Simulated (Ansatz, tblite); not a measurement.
# SiH2: rung by rung

How do method and basis change the picture of SiH2 (singlet)?

Computed with Ansatz 0.2.0, Gaussian basis. Level: as each input shows.

Plan: GFN1-xTB, GFN2-xTB, PBE-D4/def2-TZVP, r2SCAN-D4/def2-TZVP, r2SCANh-D4/def2-TZVP, HSE06-D4/def2-TZVP, ωB97M-V/def2-TZVP, CAM-B3LYP-D4/def2-TZVP, B2PLYP/def2-TZVP, HF/def2-TZVP, r2SCAN0-D4/def2-TZVP, PBE-D4/def2-SVP, PBE0-D4/def2-SVP, HF/STO-3G, PBE0-D4/def2-TZVPD, PBE-D4/def2-TZVPD, r2SCAN-D4/def2-TZVPD, CCSD(T)/def2-TZVPP, MP2/def2-TZVP, RPA/def2-TZVP, CCSD(T)/def2-TZVPD.

## Step 1: The relaxed structure

The singlet was relaxed beforehand with r2SCAN-D4/def2-TZVP.

3 atoms, charge 0, spin multiplicity 1.

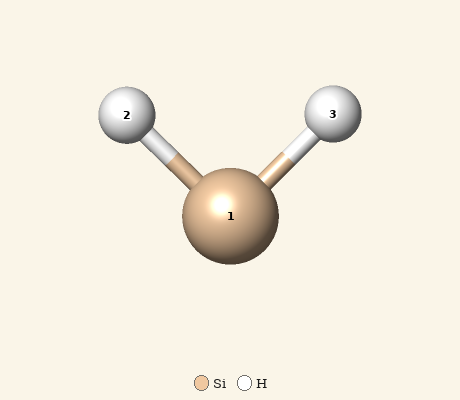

The geometry (silicon light orange, hydrogen white); atoms are numbered from 1 in the order of the file.

PBE0-D4/def2-TZVP was run before; its log isn't repeated, and its numbers join the tables.

## Step 2: GFN1-xTB

Tight binding, by tblite at 300 K electronic temperature and without a spin-polarisation term:

```python
tblite.interface.Calculator('GFN1-xTB', numbers, positions, charge=0, uhf=0).singlepoint()
```

Energy -77.0097 eV, HOMO -10.22 eV, LUMO -7.63 eV; 0.002 s.

## Step 3: GFN2-xTB

Tight binding, by tblite at 300 K electronic temperature and without a spin-polarisation term:

```python
tblite.interface.Calculator('GFN2-xTB', numbers, positions, charge=0, uhf=0).singlepoint()
```

Energy -72.6118 eV, HOMO -8.65 eV, LUMO -6.37 eV; 0.001 s.

## Step 4: PBE-D4/def2-TZVP

start.molden holds the orbitals of an earlier run on this state, given as this run's starting guess.

Contents of in.yaml:

```yaml
crystal:
  periodic: [false, false, false]
  atoms:
    - {symbol: Si, position_ang: [0.005873, -0.008885, -0.713619]}
    - {symbol: H, position_ang: [1.082244, -0.019050, 0.366034]}
    - {symbol: H, position_ang: [-1.088118, 0.027935, 0.347585]}
basis:
  gaussian: {orbitals: def2-TZVP, initial_orbitals: start.molden}
hamiltonian: {xc: pbe, dispersion: d4}
scf: {omitted_lower_state_checks: [starts]}
output: {orbitals: {seedname: orbitals}}
```

Command:

```bash
ansatz run in.yaml --threads 4 --pin off --events-out ev --progress --plain --max-ram 3916MiB
```

Further steps of the session: r2SCAN-D4/def2-TZVP; r2SCANh-D4/def2-TZVP; HSE06-D4/def2-TZVP; ωB97M-V/def2-TZVP; CAM-B3LYP-D4/def2-TZVP; B2PLYP/def2-TZVP; HF/def2-TZVP; r2SCAN0-D4/def2-TZVP; PBE-D4/def2-SVP; PBE0-D4/def2-SVP; HF/STO-3G; PBE0-D4/def2-TZVPD; PBE-D4/def2-TZVPD; r2SCAN-D4/def2-TZVPD; CCSD(T)/def2-TZVPP; MP2/def2-TZVP; RPA/def2-TZVP; CCSD(T)/def2-TZVPD.

Q: Predict the results of all the runs planned. Wanted: gap in def2-TZVP, named functionals and Hartree-Fock, smallest and largest; correlation energy, CCSD(T)/def2-TZVPP; correlation energy, MP2/def2-TZVP; correlation energy, CCSD(T)/def2-TZVPD; binding an atom, CCSD(T)/def2-TZVPP; PBE0 total energy, smallest basis above largest.

**Answer**, as computed:

| quantity | value |
| --- | --- |
| gap in def2-TZVP, named functionals and Hartree-Fock, smallest and largest | 1.82 eV (PBE-D4), 9.40 eV (HF) |
| correlation energy, CCSD(T)/def2-TZVPP | -3.83 eV |
| correlation energy, MP2/def2-TZVP | -2.78 eV |
| correlation energy, CCSD(T)/def2-TZVPD | -3.69 eV |
| binding an atom, CCSD(T)/def2-TZVPP | 2.174 eV |
| PBE0 total energy, smallest basis above largest | 2.75 eV (def2-SVP, def2-TZVPD) |

In words: Orbital gaps of the named functionals and Hartree-Fock in def2-TZVP span 1.82 eV (PBE-D4) to 9.40 eV (HF); exact exchange widens it. A small miss in a minimal or small basis is a cancelling of errors, not accuracy. The functionals in def2-TZVP miss CCSD(T)/def2-TZVPP by -0.040 (PBE0-D4) to +0.070 eV (ωB97M-V) an atom. The reference is CCSD(T) in one finite basis, so it carries an error of its own, often a tenth of an eV or more, and near misses can't be ranked.
